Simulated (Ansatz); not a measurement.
C2H2K (charge −1)

Input

```
crystal:
  periodic: [false, false, false]
  atoms:
    - symbol: C
      position_ang: [1.593855, 0.078911, -1.469369]
    - symbol: C
      position_ang: [1.632034, 0.070375, -0.225300]
    - symbol: K
      position_ang: [-0.912330, 0.179311, 0.767470]
    - symbol: H
      position_ang: [-3.180310, 0.276002, 1.727644]
    - symbol: H
      position_ang: [1.624762, 0.083422, -2.545825]
basis:
  gaussian: {orbitals: def2-TZVPD}
total_charge: -1
hamiltonian: {xc: {name: PBE0}}
output: {forces: true, orbitals: {seedname: orbitals}}
```

Run with:

```sh
ansatz run input.yaml --threads 1 --pin off --max-ram 2610MiB --events-out events.jsonl --progress --plain --runs-dir runs
```

Geometry: PBE0-D3(BJ)/def2-SVPD.

Computed with isolated molecule in a Gaussian basis; Kohn-Sham density functional theory, functional PBE0 in Ansatz 0.2.0.

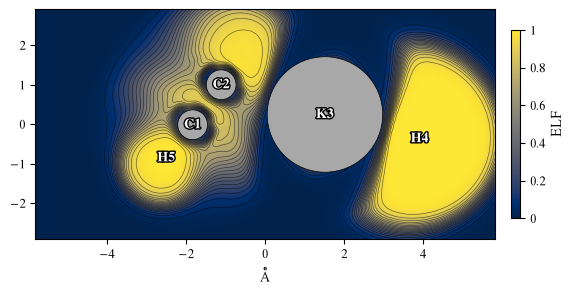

Figure 1. ELF on the molecular plane. Grey discs cover the atomic cores.

Question: Describe what can be read from this map.

Answer:
- The section cuts through C, K and H sites.
- C–C (1.24 Å): the ELF peaks at about 0.90 between the atoms; a multiple bond.
- C–K (2.73 Å): the ELF peaks at about 0.85 in the valence shell of C, 0.8 Å from its nucleus, and is about 0.05 at the midpoint.
- C–H (1.08 Å): the ELF climbs to about 1 towards the hydrogen, as it does in any bond to H: an ordinary covalent bond to hydrogen.
- K–H (2.46 Å): the ELF climbs to about 1 towards the hydrogen.

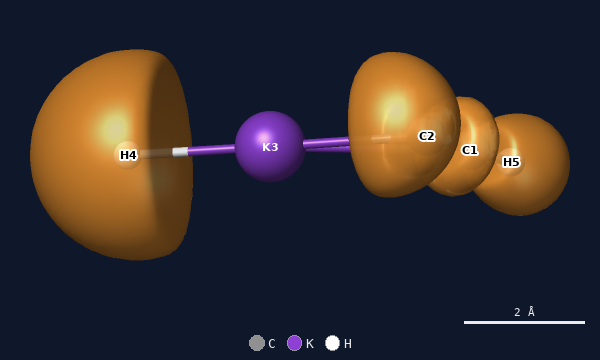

Figure 2. Isosurface of the electron localisation function at 0.8 (orange), seen from one side. Core shells and regions of very low density are left out.

Question: Describe the localisation domains.

Answer: At this value the surface marks out one region between bonded C–C atoms (shared pairs), two regions around hydrogen nuclei and one lobe on C, pointing away from the bonds (lone pairs).

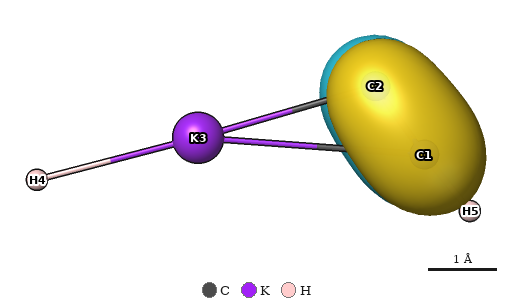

Figure 3. The HOMO−1 at ±0.15 Å⁻³ᐟ² (yellow and cyan are the two phases), seen across its widest extent.

Question: Describe this orbital and give its energy.

Answer: Its weight (Hirshfeld) is mainly on C1 (about 50 %) and C2 (about 45 %); it changes sign across the molecular plane (π type); π-bonding across C1–C2. Its energy is −2.59 eV.

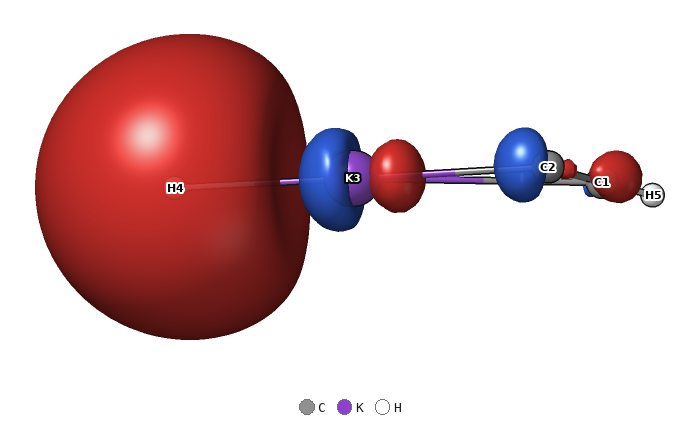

Figure 4. The HOMO at ±0.06 Å⁻³ᐟ² (red and blue are the two phases), seen from one side.

Question: Where does this orbital lie, and at what energy?

Answer: By Hirshfeld shares it lies mainly on H4 (about 75 %) and K3 (about 25 %); it is symmetric in the molecular plane (an in-plane orbital: σ, lone-pair or in-plane π type). Its energy is −0.77 eV.
